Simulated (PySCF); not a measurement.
# C₉H₈: excited states, part 2 of 2

PySCF 2.14.0. Atoms count from 0. The steps go on from the part before.

## 6. Excited states: TDA B3LYP/aug-pcseg-0 in tetrahydrofuran

The job: settings as JSON, then the geometry in Å.

```
{"job": {"kind": "states", "xc": "B3LYP", "basis": "aug-pcseg-0", "tda": true, "soc": true, "nstates": 4, "ntriplets": 5, "nquad": 4, "solvent": "tetrahydrofuran"}, "charge": 0, "multiplicity": 1}
C      1.894748    -4.043750     0.059620
C      1.591389    -2.893104     0.244525
C      1.246638    -1.595240     0.453026
C      0.948108    -0.444758     0.661312
C      0.571970     0.936631     0.865939
C     -0.258926     1.439887    -0.292864
C      0.228584     2.350330    -1.133602
C     -1.598106     0.899314    -0.474647
C     -2.165887    -0.047476     0.263221
H      2.159968    -5.044660    -0.102200
H      0.003211     1.022619     1.797921
H      1.478290     1.542027     0.959117
H     -0.347865     2.715722    -1.966985
H      1.218542     2.760507    -1.024725
H     -2.149705     1.332935    -1.299631
H     -1.663301    -0.526933     1.085674
H     -3.164656    -0.392021     0.055887
```

Method: TDA B3LYP/aug-pcseg-0 excited states, vertical, IEF-PCM tetrahydrofuran (non-equilibrium response), spin-orbit mean-field couplings.

The log of the run:

```text
coarse grid: 14736 points
cycle   1  E = -346.8068739805  dE =  1.285e+00  |g| = 3.032e-01  |ddm| = 1.299e+02
cycle   2  E = -346.8092821403  dE = -2.408e-03  |g| = 3.012e-01  |ddm| = 5.700e+01
cycle   3  E = -346.8310472189  dE = -2.177e-02  |g| = 1.036e-01  |ddm| = 1.570e+01
cycle   4  E = -346.8336660176  dE = -2.619e-03  |g| = 3.251e-02  |ddm| = 2.386e+00
cycle   5  E = -346.8339324277  dE = -2.664e-04  |g| = 9.223e-03  |ddm| = 8.963e-01
cycle   6  E = -346.8339534880  dE = -2.106e-05  |g| = 2.312e-03  |ddm| = 3.117e-01
cycle   7  E = -346.8339548350  dE = -1.347e-06  |g| = 5.142e-04  |ddm| = 7.900e-02
final grid: 143848 points
cycle   8  E = -346.7896617089  dE = -3.192e-05  |g| = 3.952e-03  |ddm| = 1.193e+00
cycle   9  E = -346.7896620004  dE = -2.916e-07  |g| = 3.855e-03  |ddm| = 6.748e-01
cycle  10  E = -346.7896658768  dE = -3.876e-06  |g| = 8.494e-04  |ddm| = 3.171e-01
cycle  11  E = -346.7896660416  dE = -1.649e-07  |g| = 2.179e-04  |ddm| = 1.565e-02
cycle  12  E = -346.7896660529  dE = -1.127e-08  |g| = 6.875e-05  |ddm| = 6.696e-03
cycle  13  E = -346.7896660540  dE = -1.104e-09  |g| = 2.646e-05  |ddm| = 1.625e-03
cycle  14  E = -346.7896660542  dE = -1.626e-10  |g| = 7.774e-06  |ddm| = 7.550e-04
converged SCF energy = -346.7896660542

Singlet excitations
state   eV       nm        f     d(h-e)  d(exc)  Lambda  PR(NTO)  |dmu|/D   mu/D   main configurations
  1   4.8414   256.1   0.00362   0.291   3.525   0.561   1.150    1.016    0.768   H-2->L 0.30, H-2->L+2 0.23, H->L 0.12
  2   4.9842   248.8   0.00400   0.384   3.527   0.571   1.925    1.384    0.736   H-1->L 0.30, H-2->L+1 0.24, H-1->L+2 0.12
  3   5.0572   245.2   0.00036   0.179   3.129   0.615   1.164    0.884    2.314   H-1->L+1 0.75, H-2->L+1 0.17
  4   5.2880   234.5   0.05678   3.017   4.867   0.581   1.118   11.955   13.236   H->L+2 0.46, H->L 0.24, H-2->L 0.17

Triplet excitations (Tamm-Dancoff)
state   eV     d(h-e)  d(exc)  Lambda  PR(NTO)   main configurations
  1   3.3466   0.059   2.718   0.783   1.057   H->L 0.84, H->L+2 0.09
  2   4.0284   0.019   2.862   0.659   2.045   H-1->L+2 0.31, H-2->L+1 0.29, H-1->L 0.15
  3   4.4039   0.034   2.998   0.590   1.924   H-2->L+2 0.26, H-1->L+1 0.24, H-2->L 0.15
  4   4.4094   0.034   2.979   0.641   2.024   H-2->L+1 0.34, H-1->L+2 0.19, H-1->L+1 0.13
  5   4.9051   0.054   3.245   0.581   1.955   H-1->L+1 0.48, H-2->L 0.17, H-2->L+1 0.12
S1 - T1 = 1.4948 eV

Spin-orbit couplings |<S|Hso|T>| (cm-1)
             T1       T2       T3       T4       T5
S0        0.267    0.321    0.583    0.530    1.333
S1        0.189    2.711    0.545    9.570    0.092
S2        0.855    1.121   19.350    1.022    1.486
S3        0.127    0.118    1.947   17.303    0.418
S4        0.463    1.296    0.776    3.670    0.246
T1 sublevels (cm-1): 0.000 0.000 0.000   radiative rates (1/s): 0.00585 0.0176 0.000213
```

Run time: 26 s. Hardware: 1 thread of Arm Neoverse V1, shared host; peak memory 0.8 GiB.

From this job:

```csv
quantity,value
S1 less T1,1.49 eV
```

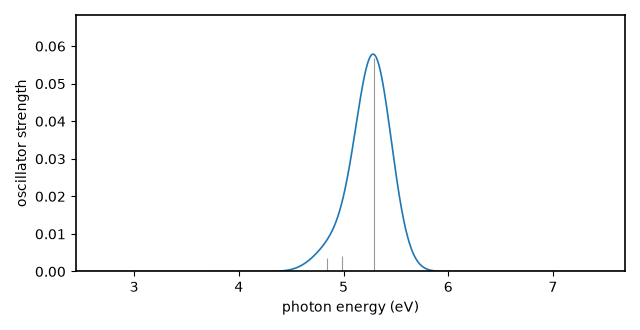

Absorption lines of the singlets. Lines are broadened to a width of 0.40 eV (Gaussian).

## 7. Excited states: TDA PBE0/def2-SVPD

Settings changed since step 6:

```diff
@@ -1,2 +1,2 @@
-{"job": {"kind": "states", "xc": "B3LYP", "basis": "aug-pcseg-0", "tda": true, "soc": true, "nstates": 4, "ntriplets": 5, "nquad": 4, "solvent": "tetrahydrofuran"}, "charge": 0, "multiplicity": 1}
+{"job": {"kind": "states", "xc": "PBE0", "basis": "def2-SVPD", "tda": true, "soc": true, "nstates": 5, "ntriplets": 5, "nquad": 4, "scf": {"guess": "random", "max_cycle": 83}}, "charge": 0, "multiplicity": 1}
 C      1.894748    -4.043750     0.059620
```

Method: TDA PBE0/def2-SVPD excited states, vertical, gas phase, spin-orbit mean-field couplings.

The log of the run:

```text
start from random orthonormal orbitals
final grid: 143848 points
cycle   1  E = -272.7762036780  dE = -2.215e+02  |g| = 1.104e+01  |ddm| = 4.604e+04
cycle   2  E = -237.2955795277  dE =  3.548e+01  |g| = 1.119e+01  |ddm| = 1.993e+03
cycle   3  E = -211.3485940772  dE =  2.595e+01  |g| = 1.445e+01  |ddm| = 8.897e+02
cycle   4  E = -299.5663638679  dE = -8.822e+01  |g| = 8.498e+00  |ddm| = 6.421e+02
cycle   5  E = -222.0015884186  dE =  7.756e+01  |g| = 1.350e+01  |ddm| = 2.165e+02
cycle   6  E = -326.9983805593  dE = -1.050e+02  |g| = 6.226e+00  |ddm| = 5.717e+01
cycle   7  E = -345.5243896274  dE = -1.853e+01  |g| = 2.007e+00  |ddm| = 3.741e+01
cycle   8  E = -344.3535364648  dE =  1.171e+00  |g| = 2.713e+00  |ddm| = 1.186e+01
cycle   9  E = -346.8867772435  dE = -2.533e+00  |g| = 3.595e-01  |ddm| = 7.555e+00
cycle  10  E = -346.8817827709  dE =  4.994e-03  |g| = 4.012e-01  |ddm| = 2.738e+00
cycle  11  E = -346.9246101337  dE = -4.283e-02  |g| = 1.151e-01  |ddm| = 1.406e+00
cycle  12  E = -346.9279277611  dE = -3.318e-03  |g| = 2.729e-02  |ddm| = 3.799e-01
cycle  13  E = -346.9280882066  dE = -1.604e-04  |g| = 1.286e-02  |ddm| = 1.077e-01
cycle  14  E = -346.9281275377  dE = -3.933e-05  |g| = 4.732e-03  |ddm| = 3.337e-02
cycle  15  E = -346.9281318702  dE = -4.332e-06  |g| = 2.414e-03  |ddm| = 1.894e-02
cycle  16  E = -346.9281333494  dE = -1.479e-06  |g| = 3.785e-04  |ddm| = 6.869e-03
cycle  17  E = -346.9281333822  dE = -3.283e-08  |g| = 1.693e-04  |ddm| = 1.589e-03
cycle  18  E = -346.9281333893  dE = -7.076e-09  |g| = 6.055e-05  |ddm| = 7.444e-04
cycle  19  E = -346.9281333902  dE = -8.821e-10  |g| = 2.102e-05  |ddm| = 2.640e-04
converged SCF energy = -346.9281333902

Singlet excitations
state   eV       nm        f     d(h-e)  d(exc)  Lambda  PR(NTO)  |dmu|/D   mu/D   main configurations
  1   4.7183   262.8   0.00060   0.399   3.274   0.595   1.448    1.330    0.509   H-2->L+2 0.26, H-2->L 0.26, H-1->L+1 0.18
  2   4.8904   253.5   0.00413   0.605   3.418   0.599   1.926    2.033    1.099   H-1->L 0.40, H-2->L+1 0.24, H-1->L+2 0.19
  3   4.9360   251.2   0.00017   0.111   3.122   0.554   1.464    0.299    0.833   H-1->L+1 0.79, H-2->L 0.09
  4   5.3145   233.3   0.01292   2.804   4.424   0.596   1.265    9.885    8.913   H-1->L 0.49, H-1->L+2 0.32
  5   5.3814   230.4   0.00662   2.968   4.531   0.593   1.039                     H-2->L 0.35, H-2->L+2 0.29, H->L+2 0.19

Triplet excitations (Tamm-Dancoff)
state   eV     d(h-e)  d(exc)  Lambda  PR(NTO)   main configurations
  1   3.2107   0.042   2.625   0.741   1.076   H->L 0.74, H-2->L 0.14
  2   3.7827   0.036   2.787   0.683   2.082   H-1->L+2 0.38, H-2->L+1 0.30, H-1->L 0.14
  3   4.1864   0.050   2.888   0.642   2.051   H-2->L+1 0.26, H-1->L+2 0.23, H->L+1 0.13
  4   4.1875   0.054   2.889   0.596   2.016   H-1->L+1 0.29, H-2->L+2 0.20, H-2->L+1 0.13
  5   4.7450   0.185   3.123   0.563   2.002   H-1->L+1 0.55, H-2->L 0.17, H-2->L+2 0.13
S1 - T1 = 1.5075 eV

Spin-orbit couplings |<S|Hso|T>| (cm-1)
             T1       T2       T3       T4       T5
S0        0.370    0.528    0.707    0.199    0.795
S1        0.165    2.170    6.625    3.638    0.024
S2        0.909    0.728   12.627   19.215    0.715
S3        0.138    1.037   18.585   12.714    0.157
S4        0.688    0.749    6.590    6.296    4.348
S5        0.352    0.920    4.536    5.097    1.210
T1 sublevels (cm-1): 0.000 0.000 0.000   radiative rates (1/s): 0.0203 0.000131 0.00026
```

Wall time 76 s (1 thread of Arm Neoverse V1, shared host); peak memory 1.1 GiB.

Despite a poor start guess, the SCF converged in 19 cycles.

Key values:

```csv
quantity,value
S1 less T1,1.51 eV
```

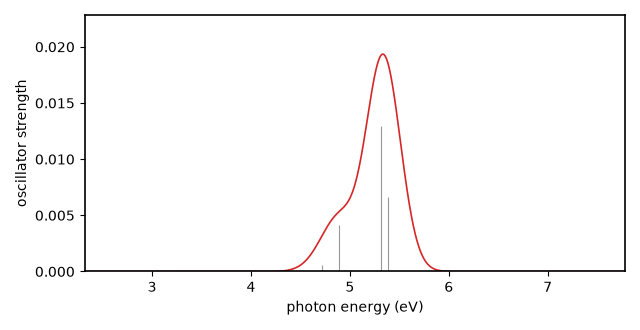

Absorption lines of the singlets. Lines are broadened to a width of 0.40 eV (Gaussian).

## 8. Outcome

The summary covers parts 1 to 2.

```
                                                     quantity    value
                     S1 less T1 (step 2, TDA B3LYP/def2-SVPD)  1.37 eV
                   S1 less T1 (step 3, TDA LC-wPBE/def2-SVPD)  1.72 eV
                        S1 less T1 (step 4, TDA B3LYP/6-31G*)  1.41 eV
                       S1 less T1 (step 5, TDA B3LYP/pcseg-1)  1.38 eV
S1 less T1 (step 6, TDA B3LYP/aug-pcseg-0 in tetrahydrofuran)  1.49 eV
                      S1 less T1 (step 7, TDA PBE0/def2-SVPD)  1.51 eV
```

**Reading.** In step 2, the number of triplets below S1 is 4, and the largest singlet-triplet spin-orbit coupling is S2–T3, 16.45 cm⁻¹. In step 3, the number of triplets below S1 is at least 5, and the largest singlet-triplet spin-orbit coupling is S2–T4, 23.91 cm⁻¹. In step 4, the number of triplets below S1 is 4, and the largest singlet-triplet spin-orbit coupling is S2–T4, 18.56 cm⁻¹. In step 5, the number of triplets below S1 is 4, and the largest singlet-triplet spin-orbit coupling is S2–T3, 22.94 cm⁻¹. In step 6, the number of triplets below S1 is 4, and the largest singlet-triplet spin-orbit coupling is S2–T3, 19.35 cm⁻¹. In step 7, the number of triplets below S1 is 4, and the largest singlet-triplet spin-orbit coupling is S2–T4, 19.21 cm⁻¹.
